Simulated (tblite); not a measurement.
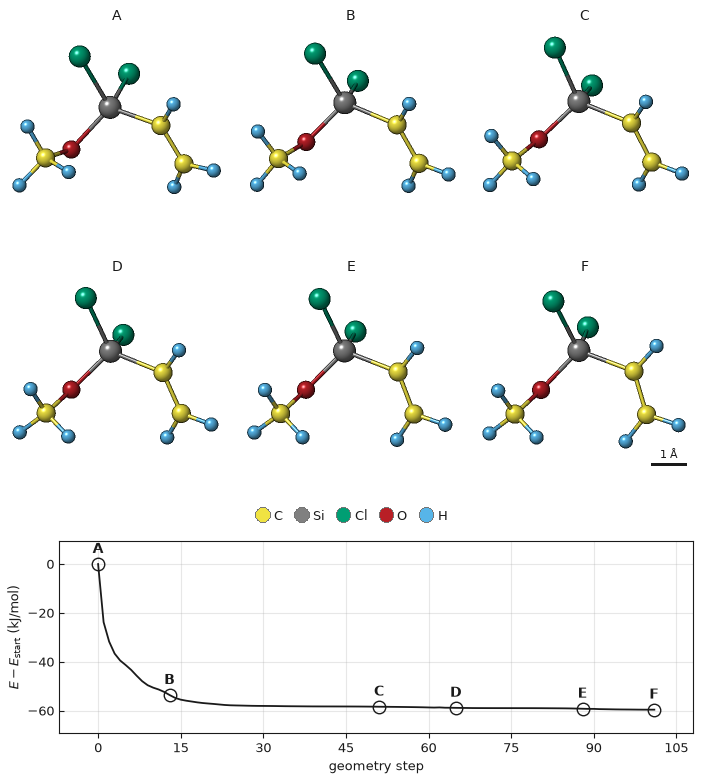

Frames of a relaxation of C3H6Cl2OSi, marked on the history of the run. Style: ball-and-stick. Shown at a tilt.

All numbers below come from GFN2-xTB geometry optimisation, gas phase (tblite 0.8.0). 

> Describe the path.

An H atom moves most after the best rigid fit: 0.79 Å. Largest moves by element: H 0.79 Å, O 0.34 Å, C 0.29 Å, Cl 0.28 Å, Si 0.24 Å. Near-neighbour distances that change, for instance: Cl–Si 2.101 → 2.004 Å, Cl–Si 2.121 → 2.030 Å, O–Si 1.701 → 1.619 Å, C–Si 1.826 → 1.887 Å. Bond angles that change, for instance: Si–O–C 111.3° → 130.2°, Cl–Si–O 112.6° → 101.9°, C–C–H 115.7° → 122.2°. Groups turn about C–Si by about 25°. Over 101 geometry steps the energy falls by 59.6 kJ/mol. From step 0 to 13: a Cl atom moves most (0.27 Å), energy −53.6 kJ/mol. From step 13 to 51: a Cl atom moves most (0.25 Å), energy −4.77 kJ/mol. From step 51 to 65: H atoms move most (0.27 Å), energy −0.46 kJ/mol. From step 65 to 88: an H atom moves most (0.23 Å), energy −0.37 kJ/mol. From step 88 to 101: an H atom moves most (0.31 Å), energy −0.38 kJ/mol.
